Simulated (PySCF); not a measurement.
```yaml
atoms:
  - { symbol: C, position_ang: [2.7770, 1.3456, 1.3679] }
  - { symbol: C, position_ang: [2.0480, 0.6247, 0.7413] }
  - { symbol: Si, position_ang: [0.8922, -0.4956, -0.1804] }
  - { symbol: O, position_ang: [1.6333, -1.8217, -0.7505] }
  - { symbol: C, position_ang: [-0.6901, -0.9596, 0.7592] }
  - { symbol: C, position_ang: [-1.7486, 0.0969, 0.4031] }
  - { symbol: Si, position_ang: [-1.3523, 0.7519, -1.3460] }
  - { symbol: O, position_ang: [0.2384, 0.3762, -1.4135] }
  - { symbol: H, position_ang: [3.4198, 1.9787, 1.9096] }
  - { symbol: H, position_ang: [2.2317, -1.7476, -1.4892] }
  - { symbol: H, position_ang: [-1.0241, -1.9415, 0.4198] }
  - { symbol: H, position_ang: [-0.5602, -1.0305, 1.8384] }
  - { symbol: H, position_ang: [-1.6744, 0.9240, 1.1130] }
  - { symbol: H, position_ang: [-2.7543, -0.3097, 0.5113] }
  - { symbol: H, position_ang: [-1.4341, 2.2018, -1.4727] }
  - { symbol: H, position_ang: [-2.0100, 0.0151, -2.4227] }
```

Geometry: GFN2-xTB.

All numbers below come from PySCF 2.14.0, wB97X-D/def2-SVPD, SCF density, gas phase.

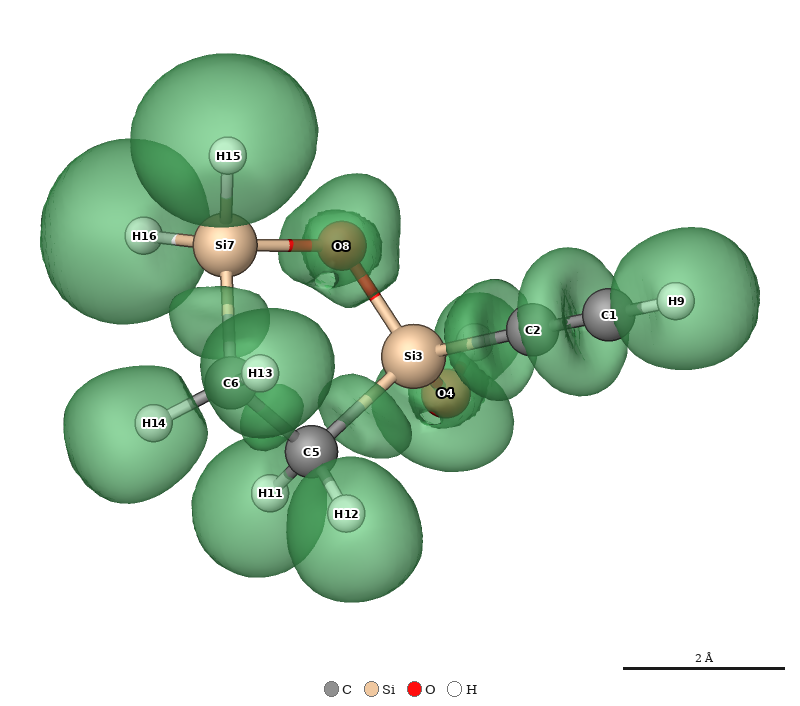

C₄H₈O₂Si₂. Isosurface of the electron localisation function at 0.8 (green), seen from one side. Only the valence region is drawn (cores and ρ < 0.01 e/Å³ removed).

Question: Where are the electrons localised?

Answer: The ELF exceeds this value in two regions between bonded C–C atoms (shared pairs), three regions between bonded C–Si atoms (shared pairs), seven regions around hydrogen nuclei, one region wrapped around O (its lone pairs, merged into a ring or cap) and one joined region spread over several atoms (H, O), in which their bonds and any lone pairs are merged. Along the contacts the grid gives the following. C–C (1.20 Å): the ELF peaks at about 0.85 between the atoms (a multiple bond). Si–O (1.62 Å): the ELF peaks at about 0.90 between the atoms, as expected for a polar covalent bond.
